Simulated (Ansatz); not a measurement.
Formation energy of the bound charge states of Cr_Al in corundum (start: the Al site; 120-site cell, 2×2×2 Γ-centred sampling) against the Fermi level, O-rich (Δμ(Al) = -7.45 eV, Δμ(Cr) = -5.71 eV, bounded by CrO2 (P4_2/mnm); only phases computed here count, gases as isolated molecules at 0 K). Calculation: PBE, PAW (plane waves to 420 eV; Ansatz, a first-principles code).

Details: 120-site cell; 2×2×2 Γ-centred k-points; host gap 5.85 eV; charged states image-corrected; no Hubbard U; energies good to tenths of an eV; flagged in the runs: a host whose relaxation on this sampling wasn't shown to rest.

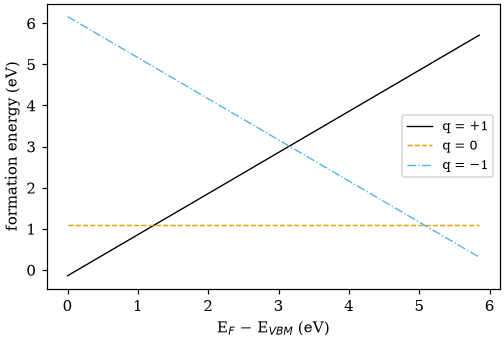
*Formation energy of each charge state against the Fermi level*

Crossings of the lowest lines: (+1/0) at 1.24 eV; (0/−1) at 5.06 eV. At the valence-band maximum: q = +1: -0.14 eV; q = 0: 1.10 eV; q = −1: 6.16 eV.
